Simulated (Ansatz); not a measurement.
# SiNH3 (SMILES [N][SiH3]): levels of theory compared

We compute a comparison of 6 runs (U-r2SCAN/STO-3G, U-wB97X/STO-3G, UB3LYP/STO-3G, UCAM-B3LYP/STO-3G, UHSE06/STO-3G, FCI/STO-3G) of SiNH3. 

The results are computed with Ansatz 0.2.0.

51 further runs of the same task are left out: 5 that didn't finish, 46 set aside as unsound or not needed.

### 1 Starting point

The species is SiNH3 (5 atoms), meant as a triplet with charge 0. SMILES: `[N][SiH3]`. The H3–Si2 distance was set to 1.845 Å, away from the relaxed value.

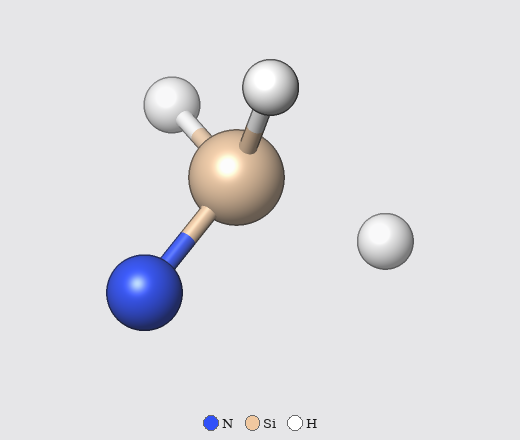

Viewed from a chosen angle; nitrogen blue, silicon light orange, hydrogen white.

### 2 The energy at U-r2SCAN/STO-3G (run 1)

Contents of run.yaml:

```yaml
crystal:
  periodic: [false, false, false]
  atoms:
    - {symbol: "N", position_ang: [-1.550309, 0.412055, 0.839951]}
    - {symbol: Si, position_ang: [-0.003439, 0.075385, 0.356621]}
    - {symbol: H, position_ang: [0.064950, -0.313200, -1.445390]}
    - {symbol: H, position_ang: [0.541421, -1.085255, 1.087651]}
    - {symbol: H, position_ang: [0.892661, 1.221915, 0.602931]}
basis:
  gaussian: {orbitals: STO-3G}
magnetization: {spin_polarized: true, initial_magnetization: 2}
hamiltonian: {xc: {name: r2SCAN}}
accuracy: high
```

The run is started by

```bash
$ ansatz run run.yaml --threads 1 --pin off --max-ram 2610MiB --events-out events.jsonl --progress --plain --runs-dir runs
```

Log:

```text
Warning: RAYON_NUM_THREADS=1 ignored (pool sized by the plan → 1); use --threads N
Functional definition: r2SCAN
  name "r2SCAN"
  parameter k0 = 0.174
  parameter k1 = 0.065
  parameter a1 = 4.9479
  exchange = r2scan_x(k0 = k0, k1 = k1, a1 = a1)
  correlation = r2scan_c
291 factors; integrals over basis functions are off by at most 1.4e-8 eV
mean field evaluation 1: about -9297.7769 eV, gradient 1.5e1 eV
mean field evaluation 2: about -9297.5912 eV, gradient 1.6e1 eV
mean field evaluation 4: about -9299.6743 eV, gradient 9.6e-1 eV
mean field evaluation 8: about -9299.6264 eV, gradient 1.3e-2 eV
mean field evaluation 16: about -9299.6264 eV, gradient 3.5e-6 eV
mean field -9299.62644286 eV, -341.7549682619 hartree, gradient 6.9e-8 eV, S^2 2.014651; 0 other end points of the search recorded, 0 dependent functions left out
reference -9299.62644363 eV, -341.7549682902 hartree; 13, 11 occupied and 4, 6 virtual orbitals, 291 factors
Total energy: -9299.62644363 eV, -341.7549682902 hartree
```

Wall time 4.5 s (1 thread of Arm Neoverse V1, shared host); peak memory 0.21 GiB.

### 3 The energy at U-wB97X/STO-3G (run 2)

Contents of molecule.yaml:

```yaml
crystal:
  periodic: [false, false, false]
  atoms:
    - symbol: N
      position_ang: [-1.550309, 0.412055, 0.839951]
    - symbol: Si
      position_ang: [-0.003439, 0.075385, 0.356621]
    - symbol: H
      position_ang: [0.064950, -0.313200, -1.445390]
    - symbol: H
      position_ang: [0.541421, -1.085255, 1.087651]
    - symbol: H
      position_ang: [0.892661, 1.221915, 0.602931]
basis:
  gaussian:
    orbitals: STO-3G
accuracy: high
magnetization:
  spin_polarized: true
  initial_magnetization: 2
hamiltonian:
  xc: {name: wB97X}
```

The run is started by

```bash
$ ansatz run molecule.yaml --threads 1 --pin off --max-ram 2610MiB --events-out events.jsonl --progress --plain --runs-dir runs
```

Log (excerpt; [...] marks lines left out):

```text
Warning: RAYON_NUM_THREADS=1 ignored (pool sized by the plan → 1); use --threads N
Functional definition: wB97X
  name "wB97X"
[...]
      + exact_x_lr(omega)
[...]
      + integral(e_c_pw_opposite_spin*poly(b97_u_opposite, 1, cos1, cos2, cos3, cos4))
291 factors; integrals over basis functions are off by at most 1.4e-8 eV
134 factors; integrals over basis functions are off by at most 8.2e-10 eV
[...]
mean field -9300.26011824 eV, -341.7782554028 hartree, gradient 9.8e-8 eV, S^2 2.012625; 0 other end points of the search recorded, 0 dependent functions left out
reference -9300.26011675 eV, -341.7782553479 hartree; 13, 11 occupied and 4, 6 virtual orbitals, 291 factors
Total energy: -9300.26011675 eV, -341.7782553479 hartree
```

Wall time 8.4 s (1 thread of Arm Neoverse V1, shared host); peak memory 0.37 GiB.

Runs 3 to 5 aren't shown in full; the table further down has their settings and results.

### 4 A single-point energy at FCI/STO-3G (run 6)

Contents of run.yaml:

```yaml
crystal:
  periodic: [false, false, false]
  atoms:
    - {symbol: N, position_ang: [-1.550309, 0.412055, 0.839951]}
    - {symbol: Si, position_ang: [-0.003439, 0.075385, 0.356621]}
    - {symbol: H, position_ang: [0.064950, -0.313200, -1.445390]}
    - {symbol: H, position_ang: [0.541421, -1.085255, 1.087651]}
    - {symbol: H, position_ang: [0.892661, 1.221915, 0.602931]}
basis:
  gaussian: {orbitals: STO-3G}
correlation: {method: fci, frozen_orbitals: {H: 0, "N": 1, Si: 5}}
total_charge: 0
magnetization: {spin_polarized: true, initial_magnetization: 2}
accuracy: high
```

The run is started by

```bash
$ ansatz run run.yaml --threads 1 --pin off --max-ram 2610MiB --events-out events.jsonl --progress --plain --runs-dir runs
```

Log:

```text
Warning: RAYON_NUM_THREADS=1 ignored (pool sized by the plan → 1); use --threads N
Functional definition: HF
  name "HF"
  exchange = exact_x
  correlation = 0
291 factors; integrals over basis functions are off by at most 1.4e-8 eV
mean field evaluation 1: about -9276.6226 eV, gradient 1.2e1 eV
mean field evaluation 2: about -9276.6295 eV, gradient 1.2e1 eV
mean field evaluation 4: about -9278.3962 eV, gradient 1.2e0 eV
mean field evaluation 8: about -9278.4275 eV, gradient 1.1e-2 eV
mean field -9278.42555111 eV, -340.9758498606 hartree, gradient 4.5e-8 eV, S^2 2.053051; 0 other end points of the search recorded, 0 dependent functions left out
mean field evaluation 16: about -9278.2470 eV, gradient 1.2e0 eV
6 core orbitals not correlated: weight in the atoms' cores, before any rotation towards them, 1.000 or more for the frozen orbitals, at most 0.000 for the correlated occupied ones
reference -9278.24943107 eV, -340.9693775686 hartree; 7, 5 occupied and 4, 6 virtual orbitals, 291 factors
state -9280.88772829 eV, -341.0663332029 hartree
Total energy: -9280.88772829 eV, -341.0663332029 hartree
```

It took 1.2 s on 1 thread of Arm Neoverse V1, shared host.

### 5 The series

```
run              level  frozen core orbitals  energy (Eh)   ⟨S²⟩  wall time
  1    U-r2SCAN/STO-3G                     –  -341.754968  2.015      4.5 s
  2     U-wB97X/STO-3G                     –  -341.778255  2.013      8.4 s
  3      UB3LYP/STO-3G                     –  -341.802572  2.011      1.7 s
  4  UCAM-B3LYP/STO-3G                     –  -341.742501  2.013      2.1 s
  5      UHSE06/STO-3G                     –  -341.610569  2.011      2.1 s
  6         FCI/STO-3G                     6  -341.066333      –      1.2 s
```

### 6 Summary of results

| quantity | value |
| --- | --- |
| run 6: total energy | -341.06633 Eh |
| run 6: correlation energy (6 core orbitals frozen) | -97.0 mEh |

Totals of different functionals can't be ranked against each other. In runs 1, 2, 3, 4, 5, 6 the basis is minimal, so the values are rough. All runs together took 20 s, the longest 8.4 s.
